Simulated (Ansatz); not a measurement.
# Amorphous Cu10Ni10Pd10Pt10P10

A CHGNet melt-quench gave the starting glass, which DFT then relaxed. The hot cell started wider than the set density and was brought back towards it in steps. It is the lowest in DFT energy of 3 quenches. It is a model cell: composition and starting density were chosen by hand, and all elements were melted together. No dispersion term was used.

These are PBE, scalar-relativistic without spin-orbit coupling (plane waves to 420 eV, PAW; Ansatz, an electronic-structure program) values and carry that method's errors. Geometry, pressure, stress and energy are those of the PBE run. Its sampling: a 2×2×2 Γ-centred mesh; Fermi-Dirac width 0.1 eV; no spin polarisation.

The number of atoms in the cell is 50, the density (volume relaxed, without dispersion) is 11.00 g/cm³ and the volume per atom comes out as 13.73 Å^3. The pressure on a 2×2×2 Γ-centred mesh comes out as 0.09 GPa and the largest force and stress component on that mesh (the relaxation ran on one k-point at (1/4, 1/4, 1/4)) is 0.24 eV/Å and 0.4 GPa. The gap on a 2×2×2 Γ-centred mesh (PBE) comes out as within the smearing (under twice its width).

Neighbours within Cu-Cu 3.20 Å, Cu-Ni 2.84 Å, Cu-Pd 3.34 Å, Cu-Pt 3.10 Å, Cu-P 2.66 Å, Ni-Ni 3.06 Å, Ni-Pd 3.16 Å, Ni-Pt 3.20 Å, Ni-P 2.56 Å, Pd-Pd 3.16 Å, Pd-Pt 3.34 Å, Pd-P 2.84 Å, Pt-Pt 3.36 Å, Pt-P 2.70 Å, P-P 2.57 Å count as bonded.

The mean coordination of Cu is 10.60 (1 with 9, 4 with 10, 3 with 11, 2 with 12). The mean coordination of Ni is 10.30 (2 with 9, 3 with 10, 5 with 11). The mean coordination of Pd is 11.80 (4 with 11, 4 with 12, 2 with 13) and the mean coordination of Pt is 11.90 (2 with 11, 7 with 12, 1 with 13). The mean coordination of P comes out as 7.40 (1 with 6, 4 with 7, 5 with 8) and the mean Cu-Pd bond is 2.813 Å (spread 0.214 Å, 30 counted). The mean Cu-Pt bond comes out as 2.741 Å (spread 0.101 Å, 28 counted).

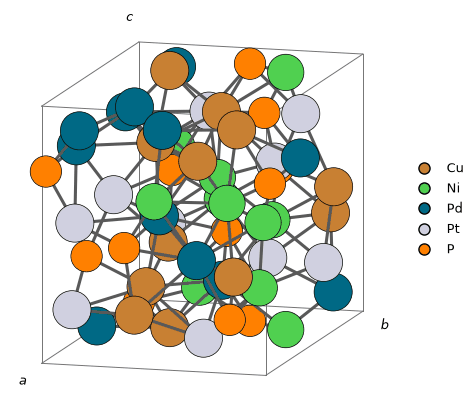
*The relaxed cell*

Its density started from a set value of 11.41 g/cm³. The simulated quench (nominally 140 K/ps over its main leg) is rapid and tends to freeze in more defects than a deposited or slowly cooled glass has. A cell of this size samples the disorder only roughly. Volume and shape were free in the relaxation. On a 2×2×2 Γ-centred mesh force components of up to 0.24 eV/Å stay, since the relaxation ran on one k-point at (1/4, 1/4, 1/4).
